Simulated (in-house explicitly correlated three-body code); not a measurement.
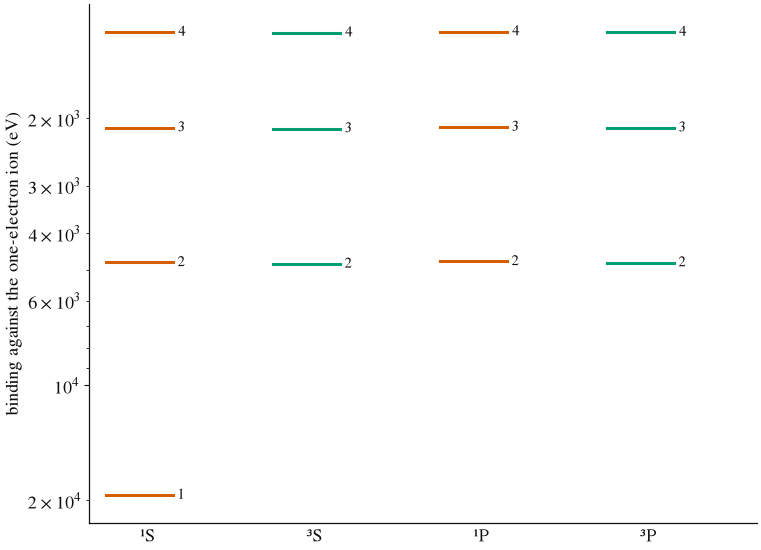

Two electrons around a point charge Z = 38.351. Computed variationally in 260 exponentially correlated functions with an in-house code, non-relativistic, converged to about 10⁻⁸ of the energy. The plot shows the bound S and P states that converged, by term and principal number n, on a logarithmic scale of binding.

Describe the level scheme.

The ground state is bound by 19.36 keV. The n = 2 states drawn run, from the deepest, 2 ³S (4808 eV), 2 ³P (4769 eV), 2 ¹S (4764 eV), 2 ¹P (4736 eV). Exchange puts 2 ³S below 2 ¹S by 44.0 eV and 2 ³P below 2 ¹P by 33.4 eV. Quantum defects n − (Z − 1)/√(2 E(binding)): 2 ³S 0.013, 2 ³P 0.005, 2 ¹S 0.004, 2 ¹P −0.002.
